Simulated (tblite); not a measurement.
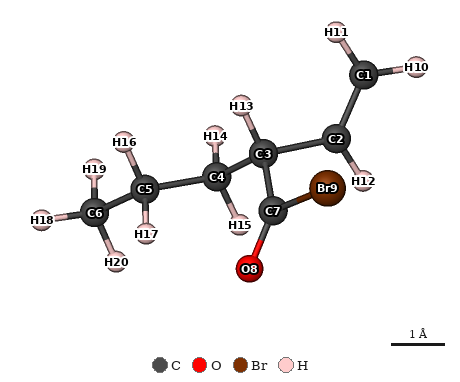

Starting structure of C₇H₁₁BrO. A ball-and-stick model, seen from a free direction.

Level of theory: GFN2-xTB geometry optimisation, gas phase in tblite.

```xyz
20

C    -2.9402   -0.8999    0.6160
C    -2.0606   -0.4174   -0.2615
C    -0.7915    0.2700    0.2258
C     0.4095   -0.4443   -0.2684
C     1.6409    0.2345    0.2577
C     2.9094   -0.4805   -0.2146
C    -0.8515    1.6452   -0.3464
O    -0.0864    2.1285   -1.1367
Br   -2.2840    2.7622    0.2692
H    -3.8345   -1.3880    0.2097
H    -2.8029   -0.7994    1.7024
H    -2.1870   -0.5127   -1.3271
H    -0.7776    0.3000    1.3483
H     0.3866   -1.5352    0.0541
H     0.3763   -0.4539   -1.3865
H     1.6341    0.3066    1.3806
H     1.7219    1.2496   -0.1706
H     3.8149   -0.0162    0.1859
H     2.8297   -1.5264    0.1694
H     2.8878   -0.4121   -1.3103
```

> Predict the outcome.

O8 moves most after the best rigid fit: 0.63 Å. By element the largest moves are O 0.63 Å, Br 0.54 Å, H 0.48 Å, C 0.20 Å. Near-neighbour distances that change, for instance: C7–Br9 1.918 → 1.981 Å, C3–C4 1.482 → 1.533 Å, C4–H14 1.138 → 1.092 Å, C5–H16 1.125 → 1.093 Å. Bond angles that change, for instance: C5–C6–H20 105.2° → 110.5°, H19–C6–H20 113.6° → 108.4°, C3–C7–Br9 116.4° → 111.4°. Groups turn about C3–C7 by about 25°. Over 115 geometry steps the energy falls by 0.420 eV. The run took 1.6 s on 1 thread of Arm Neoverse N1, on a shared host.

The structure at the end:

```xyz
20

C    -3.0777   -0.7633    0.5513
C    -2.0471   -0.5193   -0.2355
C    -0.8133    0.2309    0.2082
C     0.4702   -0.4395   -0.2939
C     1.7221    0.2233    0.2774
C     2.9885   -0.4698   -0.2091
C    -0.9741    1.5891   -0.3969
O    -0.6200    2.0002   -1.4431
Br   -2.0571    2.7749    0.7626
H    -3.9405   -1.3010    0.1981
H    -3.1022   -0.4415    1.5793
H    -2.0400   -0.8339   -1.2700
H    -0.8074    0.3100    1.2984
H     0.4459   -1.4907    0.0013
H     0.4981   -0.3931   -1.3846
H     1.6861    0.1894    1.3693
H     1.7470    1.2729   -0.0237
H     3.8689    0.0158    0.2040
H     2.9958   -1.5133    0.0980
H     3.0518   -0.4305   -1.2941
```

The end point in the same view:

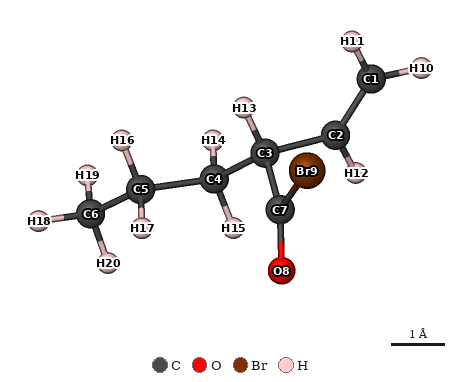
